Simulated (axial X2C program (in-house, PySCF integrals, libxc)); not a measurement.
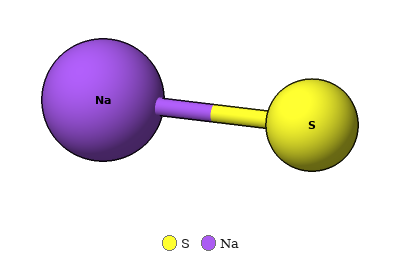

*The molecule at the reference distance of 2.411 Å.*

## Relativistic diatomic calculation, with input and output: SNa⁻

System: SNa⁻, single determinant with Ω = 0.
Method: PBE0, two-component X2C with atomic mean-field Coulomb and Gaunt terms, S dyall-av3z, Na dyall-av3z (cores contracted) (axial X2C program (in-house, PySCF integrals, libxc)).

### Results in brief

| quantity | value |
| --- | --- |
| outcome | converged; a filled level lies above zero |
| bond length rₑ | 2.406 Å |
| ωₑ | 357.2 cm⁻¹ |
| energy at the minimum | −561.52688 hartree |
| depth below the fragments | 1.43 eV |
| hardware | 1 thread of Arm Neoverse V2, 24 GiB of memory available, shared host |
| wall time | 2.8 s |

### Remarks

The highest filled level (PBE0, up to 0.25 eV) lies above zero. That is common for anions, where the functional's self-interaction leaves the outer electrons unbound; only the finite basis holds them, so such levels depend on it.

### The input
```
{"zs": [16, 11], "q": -1, "bas": ["dyall-av3z", "dyall-av3z"], "levels": ["PBE0", "HF", "PW91"], "cc": true, "r0": 2.54, "thr": -1.0, "nmax": 90, "npts": 10, "nst": 2, "ntry": 6}
```

The line is the task of a batch: nuclear charges, charge, bases, the levels to run, a first guess of the distance and further settings. This report covers PBE0 with spin-orbit coupling. The log is that of the reference distance 2.411 Å, started from orbitals converged before.

The run was one of a batch that the task file lists, launched with:
```bash
python <driver script> task.json out
```

### Log
```
two-component X2C + atomic mean field  PBE0
basis functions 138  fitting functions 691  grid points 4363
iter        total energy     max residual
   1       -561.526881009     3.17e-06
   2       -561.526881010     5.27e-06
converged
one-electron -863.69052649  Coulomb 303.79991015  exact exchange -9.81855623  xc functional -30.37152300  nuclear repulsion 38.62927794  atomic mean-field constant -0.07546339
```

### The points of the curve

| R (Å) | E (hartree) | dipole (D; origin at the first atom, positive when the second is positive) | highest filled (eV) | lowest empty (eV) |
| --- | --- | --- | --- | --- |
| 2.098 | −561.510437 | 2.42 | 0.16 | 1.40 |
| 2.194 | −561.520052 | 2.54 | 0.21 | 1.39 |
| 2.266 | −561.524193 | 2.57 | 0.23 | 1.37 |
| 2.339 | −561.526314 | 2.57 | 0.25 | 1.36 |
| 2.411 | −561.526881 | 2.53 | 0.25 | 1.34 |
| 2.495 | −561.526064 | 2.45 | 0.25 | 1.33 |
| 2.580 | −561.524067 | 2.33 | 0.24 | 1.31 |
| 2.688 | −561.520348 | 2.11 | 0.22 | 1.28 |
| 2.821 | −561.514742 | 1.73 | 0.16 | 1.24 |
| 3.014 | −561.505813 | 0.90 | 0.07 | 1.17 |

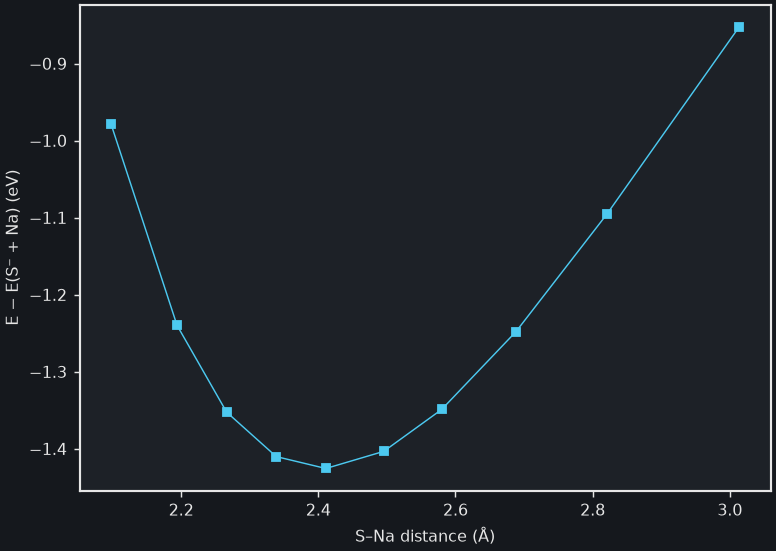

*Energy at 10 bond lengths, for one set of occupations held fixed; the line joins the points.*

A polynomial of degree 6 through 9 points gives rₑ = 2.406 Å, ωₑ = 357.2 cm⁻¹, ωₑxₑ = 1.9 cm⁻¹ and Bₑ = 0.2178 cm⁻¹. The minimum lies 1.43 eV below S⁻ + Na, each computed as one determinant at the same level.

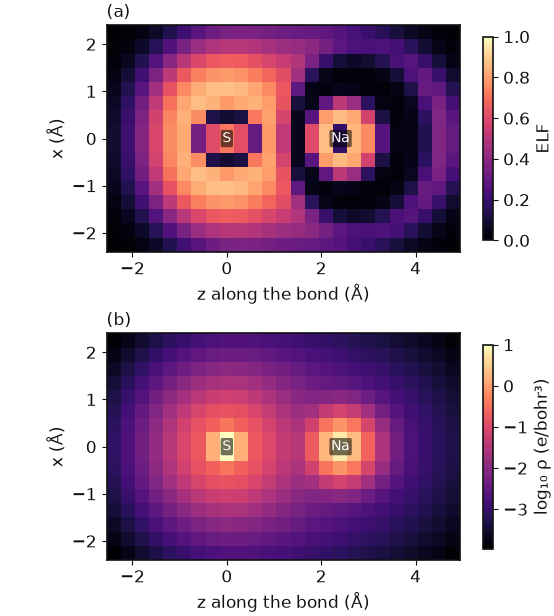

*(a) electron localisation function; (b) electron density on a logarithmic scale, in a plane that holds the axis, at 2.41 Å, on points 0.3 Å apart (one half computed, the other mirrored); the structure near the nuclei is finer than these points.*

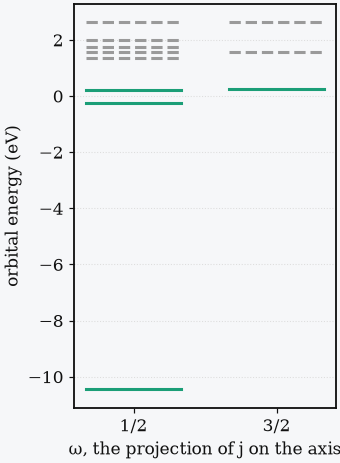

*Orbital energies near the frontier at 2.41 Å, filled (solid) and empty (dashed); the Kramers partners at −ω are degenerate and not drawn.*

The highest filled spinor (3/2; 87 % S p, 8 % Na p) lies at 0.25 eV, the lowest empty one (1/2; 52 % Na p, 44 % Na s) at 1.34 eV. A filled level above zero is held only by the finite basis .
